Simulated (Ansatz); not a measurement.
**AlHClO: geometry relaxation**

The run: geometry relaxation of AlHClO, multiplicity 2. Method and program: UKS PBE0-D4/def2-TZVP (Ansatz 0.2.0).

Figures and captions count atoms from 1; the log counts them from 0 in places.

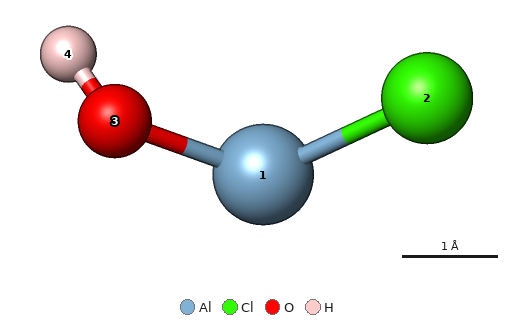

The input geometry (ball-and-stick view, seen at a tilt; atoms are numbered from 1 in the order of the input). Sticks mark near contacts. Bond lengths as drawn: Al–Cl 2.14 Å, Al–O 1.78 Å and H–O 0.96 Å.

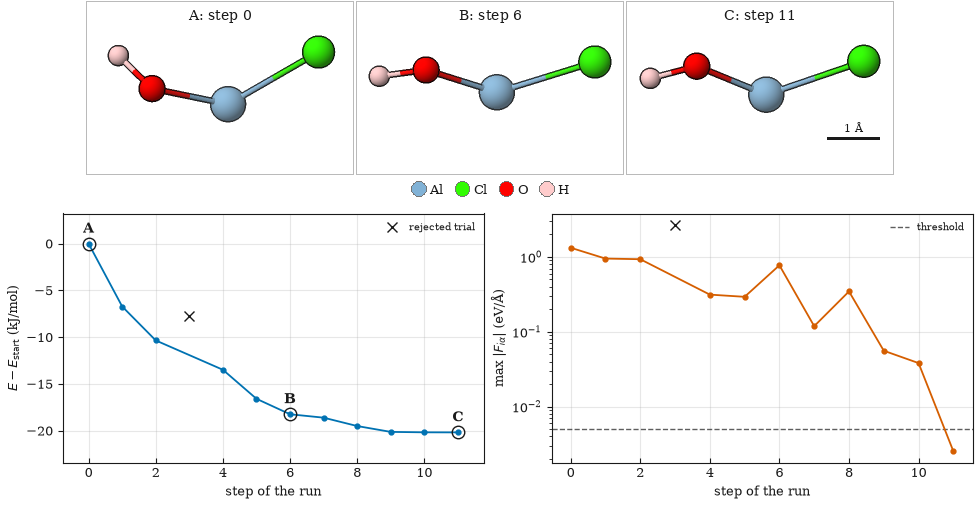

Frames of the relaxation (ball-and-stick view, seen at a tilt) above the curves, on which the letters mark them (the first geometry is step 0 here and step 1 in the log).

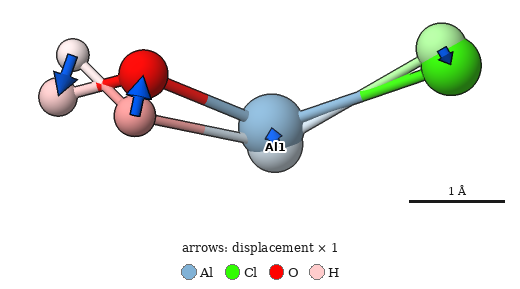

Start (faint) and end (solid) with the displacements as blue arrows, at true length (ball-and-stick view, seen at a tilt). The two geometries are laid on each other by the best rigid fit. The energy falls by 20.2 kJ/mol in 11 geometry steps. Largest force component: 1.3 eV/Å at the start, 0.0025 eV/Å at the end. The line search rejected the trial step at point 3 (counted from 0) and went back. H4 moves most after the best rigid fit: 0.47 Å. By element the largest moves are H 0.47 Å, O 0.45 Å, Cl 0.21 Å, Al 0.19 Å. Among the contacts that change: Al1–O3 1.781 → 1.695 Å, Al1–Cl2 2.144 → 2.106 Å. Among the angles that change: Cl2–Al1–O3 114.9° → 117.0°. (Atoms are counted from 1 in the order of the input.)

These pictures come from the run below.

### Input
```yaml
crystal:
  periodic: [false, false, false]
  atoms:
    - {symbol: Al, position_ang: [-1.179533, 0.145947, 1.151538]}
    - {symbol: Cl, position_ang: [-2.278553, 1.551766, -0.036824]}
    - {symbol: O, position_ang: [0.178014, 0.840226, 2.071682]}
    - {symbol: H, position_ang: [0.090120, 1.058996, 2.999225]}
basis:
  gaussian: {orbitals: def2-TZVP}
magnetization: {spin_polarized: true, initial_magnetization: 1}
hamiltonian: {xc: pbe0, dispersion: d4}
relax: {f_tol: 0.005, max_steps: 200}
```

Run as:
```bash
ansatz run in.yaml --threads 4 --pin off --events-out ev --progress --plain --max-ram 66560MiB --backend cpu
```

### What the program printed
```
Functional definition: PBE0
  name "PBE0"
  cite "Adamo & Barone, J. Chem. Phys. 110, 6158 (1999) doi:10.1063/1.478522"
  cite "Perdew, Burke & Ernzerhof, Phys. Rev. Lett. 77, 3865 (1996) doi:10.1103/PhysRevLett.77.3865"
  parent pbe
  parameter a = 0.25
  parameter kappa = 0.804
  parameter beta = 0.06672455060314922
  exchange = (1 - a)*pbe_x(kappa = kappa, mu = beta*pi^2/3) + a*exact_x
  correlation = pbe_c(beta = beta)
742 factors; their error is unknown
mean field evaluation 1: about -21170.7307 eV, gradient 4.2e1 eV
mean field evaluation 2: about -21126.7799 eV, gradient 1.0e2 eV
mean field evaluation 4: about -21176.9222 eV, gradient 5.7e0 eV
mean field evaluation 8: about -21177.1081 eV, gradient 1.5e-1 eV
mean field evaluation 16: about -21177.1083 eV, gradient 3.7e-5 eV
mean field -21177.10826224 eV, -778.2443742776 hartree, gradient 3.7e-5 eV, S^2 0.752045; 0 other end points of the search recorded, 0 dependent functions left out
the calculation of the forces begins
reference -21177.10828937 eV, -778.2443752749 hartree; 20, 19 occupied and 91, 92 virtual orbitals, 742 factors
relax step   1: F+E_penalty+E_count = -21177.17114099 eV  Δ(F+E_penalty+E_count) = +0.000e0 eV  max|allowed force component| = 1.328e0 eV/Å  Δτ_max = 0.0000 Å  (29 SCF iters, accepted)
these checks for a lower state are left out or cut short: starts, cluster_reference, orbital_swaps, neighbouring_geometries, increment
742 factors; their error is unknown
mean field -21177.17809361 eV, -778.2469405334 hartree, gradient 1.7e-5 eV, S^2 0.751900; 0 other end points of the search recorded, 0 dependent functions left out
the calculation of the forces begins
reference -21177.17812077 eV, -778.2469415313 hartree; 20, 19 occupied and 91, 92 virtual orbitals, 742 factors
relax step   2: F+E_penalty+E_count = -21177.24074873 eV  Δ(F+E_penalty+E_count) = -6.961e-2 eV  max|allowed force component| = 9.517e-1 eV/Å  Δτ_max = 0.0630 Å  (33 SCF iters, accepted)
these checks for a lower state are left out or cut short: starts, cluster_reference, orbital_swaps, neighbouring_geometries, increment
742 factors; their error is unknown
mean field -21177.21532321 eV, -778.2483086960 hartree, gradient 1.9e-5 eV, S^2 0.751802; 0 other end points of the search recorded, 0 dependent functions left out
the calculation of the forces begins
reference -21177.21535039 eV, -778.2483096948 hartree; 20, 19 occupied and 91, 92 virtual orbitals, 742 factors
relax step   3: F+E_penalty+E_count = -21177.27834318 eV  Δ(F+E_penalty+E_count) = -3.759e-2 eV  max|allowed force component| = 9.335e-1 eV/Å  Δτ_max = 0.0844 Å  (31 SCF iters, accepted)
these checks for a lower state are left out or cut short: starts, cluster_reference, orbital_swaps, neighbouring_geometries, increment
742 factors; their error is unknown
mean field evaluation 32: about -21176.7626 eV, gradient 8.0e0 eV
mean field -21177.18878055 eV, -778.2473332712 hartree, gradient 2.3e-5 eV, S^2 0.751906; 0 other end points of the search recorded, 0 dependent functions left out
the calculation of the forces begins
reference -21177.18880769 eV, -778.2473342683 hartree; 20, 19 occupied and 91, 92 virtual orbitals, 742 factors
relax step   4: F+E_penalty+E_count = -21177.25161151 eV  Δ(F+E_penalty+E_count) = +2.673e-2 eV  max|allowed force component| = 2.690e0 eV/Å  Δτ_max = 0.1710 Å  (35 SCF iters, rejected (line search))
these checks for a lower state are left out or cut short: starts, cluster_reference, orbital_swaps, neighbouring_geometries, increment
742 factors; their error is unknown
mean field -21177.24768366 eV, -778.2494979205 hartree, gradient 2.6e-5 eV, S^2 0.751842; 0 other end points of the search recorded, 0 dependent functions left out
the calculation of the forces begins
reference -21177.24771066 eV, -778.2494989127 hartree; 20, 19 occupied and 91, 92 virtual orbitals, 742 factors
relax step   5: F+E_penalty+E_count = -21177.31085683 eV  Δ(F+E_penalty+E_count) = -3.251e-2 eV  max|allowed force component| = 3.140e-1 eV/Å  Δτ_max = 0.0854 Å  (30 SCF iters, accepted)
these checks for a lower state are left out or cut short: starts, cluster_reference, orbital_swaps, neighbouring_geometries, increment
742 factors; their error is unknown
mean field -21177.27993703 eV, -778.2506832101 hartree, gradient 8.5e-6 eV, S^2 0.751872; 0 other end points of the search recorded, 0 dependent functions left out
the calculation of the forces begins
reference -21177.27996392 eV, -778.2506841982 hartree; 20, 19 occupied and 91, 92 virtual orbitals, 742 factors
relax step   6: F+E_penalty+E_count = -21177.34301323 eV  Δ(F+E_penalty+E_count) = -3.216e-2 eV  max|allowed force component| = 2.934e-1 eV/Å  Δτ_max = 0.0997 Å  (31 SCF iters, accepted)
these checks for a lower state are left out or cut short: starts, cluster_reference, orbital_swaps, neighbouring_geometries, increment
742 factors; their error is unknown
mean field -21177.29739107 eV, -778.2513246340 hartree, gradient 2.6e-5 eV, S^2 0.751888; 0 other end points of the search recorded, 0 dependent functions left out
the calculation of the forces begins
reference -21177.29741821 eV, -778.2513256316 hartree; 20, 19 occupied and 91, 92 virtual orbitals, 742 factors
relax step   7: F+E_penalty+E_count = -21177.36015266 eV  Δ(F+E_penalty+E_count) = -1.714e-2 eV  max|allowed force component| = 7.744e-1 eV/Å  Δτ_max = 0.1500 Å  (37 SCF iters, accepted)
these checks for a lower state are left out or cut short: starts, cluster_reference, orbital_swaps, neighbouring_geometries, increment
742 factors; their error is unknown
mean field evaluation 64: about -21177.2464 eV, gradient 4.6e-3 eV
mean field -21177.30080716 eV, -778.2514501730 hartree, gradient 6.6e-6 eV, S^2 0.751856; 0 other end points of the search recorded, 0 dependent functions left out
the calculation of the forces begins
reference -21177.30083418 eV, -778.2514511659 hartree; 20, 19 occupied and 91, 92 virtual orbitals, 742 factors
relax step   8: F+E_penalty+E_count = -21177.36393329 eV  Δ(F+E_penalty+E_count) = -3.781e-3 eV  max|allowed force component| = 1.190e-1 eV/Å  Δτ_max = 0.2000 Å  (36 SCF iters, accepted)
these checks for a lower state are left out or cut short: starts, cluster_reference, orbital_swaps, neighbouring_geometries, increment
742 factors; their error is unknown
mean field -21177.31025832 eV, -778.2517974969 hartree, gradient 7.1e-6 eV, S^2 0.751921; 0 other end points of the search recorded, 0 dependent functions left out
the calculation of the forces begins
reference -21177.31028523 eV, -778.2517984857 hartree; 20, 19 occupied and 91, 92 virtual orbitals, 742 factors
relax step   9: F+E_penalty+E_count = -21177.37320081 eV  Δ(F+E_penalty+E_count) = -9.268e-3 eV  max|allowed force component| = 3.464e-1 eV/Å  Δτ_max = 0.1343 Å  (37 SCF iters, accepted)
these checks for a lower state are left out or cut short: starts, cluster_reference, orbital_swaps, neighbouring_geometries, increment
742 factors; their error is unknown
mean field -21177.31656975 eV, -778.2520294377 hartree, gradient 9.2e-6 eV, S^2 0.751858; 0 other end points of the search recorded, 0 dependent functions left out
the calculation of the forces begins
reference -21177.31659662 eV, -778.2520304251 hartree; 20, 19 occupied and 91, 92 virtual orbitals, 742 factors
relax step  10: F+E_penalty+E_count = -21177.37969505 eV  Δ(F+E_penalty+E_count) = -6.494e-3 eV  max|allowed force component| = 5.583e-2 eV/Å  Δτ_max = 0.0504 Å  (32 SCF iters, accepted)
these checks for a lower state are left out or cut short: starts, cluster_reference, orbital_swaps, neighbouring_geometries, increment
742 factors; their error is unknown
mean field -21177.31709943 eV, -778.2520489030 hartree, gradient 2.6e-5 eV, S^2 0.751868; 0 other end points of the search recorded, 0 dependent functions left out
the calculation of the forces begins
reference -21177.31712634 eV, -778.2520498918 hartree; 20, 19 occupied and 91, 92 virtual orbitals, 742 factors
relax step  11: F+E_penalty+E_count = -21177.38016289 eV  Δ(F+E_penalty+E_count) = -4.678e-4 eV  max|allowed force component| = 3.818e-2 eV/Å  Δτ_max = 0.0186 Å  (30 SCF iters, accepted)
these checks for a lower state are left out or cut short: starts, cluster_reference, orbital_swaps, neighbouring_geometries, increment
742 factors; their error is unknown
mean field evaluation 96: about -21177.3172 eV, gradient 1.8e-3 eV
mean field -21177.31718183 eV, -778.2520519310 hartree, gradient 2.6e-5 eV, S^2 0.751868; 0 other end points of the search recorded, 0 dependent functions left out
the calculation of the forces begins
reference -21177.31720873 eV, -778.2520529196 hartree; 20, 19 occupied and 91, 92 virtual orbitals, 742 factors
relax step  12: F+E_penalty+E_count = -21177.38023738 eV  Δ(F+E_penalty+E_count) = -7.449e-5 eV  max|allowed force component| = 2.531e-3 eV/Å  Δτ_max = 0.0064 Å  (32 SCF iters, accepted)
742 factors; their error is unknown
mean field -21177.31718183 eV, -778.2520519310 hartree, gradient 4.2e-5 eV, S^2 0.751868; 1 other end points of the search recorded, 0 dependent functions left out
the calculation of the forces begins
reference -21177.31720873 eV, -778.2520529195 hartree; 20, 19 occupied and 91, 92 virtual orbitals, 742 factors
Total energy: -21177.38026428 eV, -778.2543701683 hartree
Atom 0 at    -1.282877     0.328088     1.307124 Å, force    -0.001519    -0.001092    -0.000664 eV/Å
Atom 1 at    -2.219466     1.416156    -0.233031 Å, force     0.000368     0.000247    -0.000236 eV/Å
Atom 2 at    -0.083892     1.130685     2.196035 Å, force    -0.001380     0.001870    -0.001137 eV/Å
Atom 3 at     0.396284     0.722006     2.915494 Å, force     0.002531    -0.001025     0.002036 eV/Å
Dipole moment:     0.155772    -0.396507     0.363446 e Å
```

### Trajectory as extended XYZ (Å, eV, eV/Å), 12 frames, from step=1 to step=12
```
4
Properties=species:S:1:pos:R:3:forces:R:3 step=1 energy=-21177.17114
Al   -1.1795    0.1459    1.1515    1.1180   1.1820   0.6457
Cl   -2.2786    1.5518   -0.0368    0.1787  -0.3907   0.2011
O     0.1780    0.8402    2.0717   -1.3284  -0.7611  -0.9085
H     0.0901    1.0590    2.9992    0.0317  -0.0302   0.0616
4
Properties=species:S:1:pos:R:3:forces:R:3 step=2 energy=-21177.24075
Al   -1.1729    0.2077    1.1620    0.7877   0.5059   0.4862
Cl   -2.2973    1.5259   -0.0610    0.0809  -0.1070   0.0642
O     0.1782    0.8294    2.0758   -0.9517  -0.3716  -0.5436
H     0.1021    1.0340    3.0088    0.0830  -0.0272  -0.0068
4
Properties=species:S:1:pos:R:3:forces:R:3 step=3 energy=-21177.27834
Al   -1.1800    0.2546    1.2043   -0.1465  -0.1591  -0.0724
Cl   -2.2838    1.4944   -0.0881   -0.0324   0.0515  -0.1059
O     0.1362    0.8897    2.0499    0.0167   0.2047   0.9335
H     0.1376    0.9582    3.0195    0.1622  -0.0971  -0.7552
4
Properties=species:S:1:pos:R:3:forces:R:3 step=4 energy=-21177.25161 accepted=F
Al   -1.2231    0.3171    1.2580   -0.4104  -0.1815  -0.2040
Cl   -2.2872    1.4473   -0.1746    0.0837  -0.0299   0.0001
O     0.0843    1.0121    2.0588    0.5833  -0.2011   2.6896
H     0.2361    0.8204    3.0434   -0.2566   0.4125  -2.4857
4
Properties=species:S:1:pos:R:3:forces:R:3 step=5 energy=-21177.31086
Al   -1.2049    0.2547    1.2288   -0.0357   0.0520  -0.0104
Cl   -2.2671    1.4819   -0.1166    0.0014  -0.0383  -0.0689
O     0.0922    0.9623    2.0598   -0.0982   0.0425   0.3140
H     0.1900    0.8981    3.0137    0.1325  -0.0562  -0.2347
4
Properties=species:S:1:pos:R:3:forces:R:3 step=6 energy=-21177.34301
Al   -1.2287    0.2864    1.2575   -0.0316   0.0692  -0.0050
Cl   -2.2620    1.4548   -0.1616    0.0322  -0.0470  -0.0330
O     0.0486    1.0347    2.0874   -0.0845  -0.0182   0.2934
H     0.2522    0.8210    3.0024    0.0839  -0.0040  -0.2555
4
Properties=species:S:1:pos:R:3:forces:R:3 step=7 energy=-21177.36015
Al   -1.2657    0.3604    1.2796    0.2246  -0.2330   0.3746
Cl   -2.2588    1.4026   -0.2281   -0.0960   0.2138  -0.2334
O    -0.0234    1.1142    2.1644    0.2062  -0.3049   0.6332
H     0.3579    0.7198    2.9698   -0.3349   0.3241  -0.7744
4
Properties=species:S:1:pos:R:3:forces:R:3 step=8 energy=-21177.36393
Al   -1.3228    0.3315    1.3384   -0.0009  -0.0257  -0.0468
Cl   -2.1712    1.4092   -0.2605   -0.0369   0.0043   0.0216
O    -0.1798    1.1424    2.2858    0.0480   0.0600  -0.0937
H     0.4838    0.7138    2.8220   -0.0101  -0.0386   0.1190
4
Properties=species:S:1:pos:R:3:forces:R:3 step=9 energy=-21177.37320
Al   -1.2812    0.3297    1.3153    0.2264   0.2590   0.1128
Cl   -2.2177    1.4076   -0.2345    0.0056  -0.0345   0.0286
O    -0.0764    1.1651    2.2031   -0.2195  -0.3464  -0.0848
H     0.3854    0.6945    2.9018   -0.0125   0.1219  -0.0566
4
Properties=species:S:1:pos:R:3:forces:R:3 step=10 energy=-21177.37969
Al   -1.2840    0.3207    1.3026   -0.0100  -0.0217   0.0062
Cl   -2.2188    1.4224   -0.2277   -0.0073   0.0030  -0.0160
O    -0.0814    1.1174    2.1873    0.0075   0.0558  -0.0049
H     0.3943    0.7364    2.9234    0.0098  -0.0372   0.0147
4
Properties=species:S:1:pos:R:3:forces:R:3 step=11 energy=-21177.38016
Al   -1.2856    0.3277    1.3075    0.0033  -0.0063   0.0047
Cl   -2.2177    1.4166   -0.2348   -0.0013   0.0018   0.0000
O    -0.0889    1.1296    2.1992    0.0324  -0.0102   0.0335
H     0.4023    0.7231    2.9137   -0.0344   0.0147  -0.0382
4
Properties=species:S:1:pos:R:3:forces:R:3 step=12 energy=-21177.38024
Al   -1.2829    0.3281    1.3071   -0.0015  -0.0011  -0.0007
Cl   -2.2195    1.4162   -0.2330    0.0004   0.0002  -0.0002
O    -0.0839    1.1307    2.1960   -0.0014   0.0019  -0.0011
H     0.3963    0.7220    2.9155    0.0025  -0.0010   0.0020
```

### Summary

| quantity | value |
| --- | --- |
| outcome | converged |
| total energy | −21177.3803 eV |
| mean-field energy | −21177.3172 eV |
| dispersion energy | −0.0631 eV |
| ⟨S²⟩ | 0.752 |
| SCF solution under orbital rotations | stable |
| largest force (length of the vector) at the end | 0.003 eV/Å |
| dipole moment | 2.69 D |
| hardware | 4 CPU threads, shared host |
| wall time | 14 s (CPU time 46 s) |
| peak memory | 0.69 GiB |
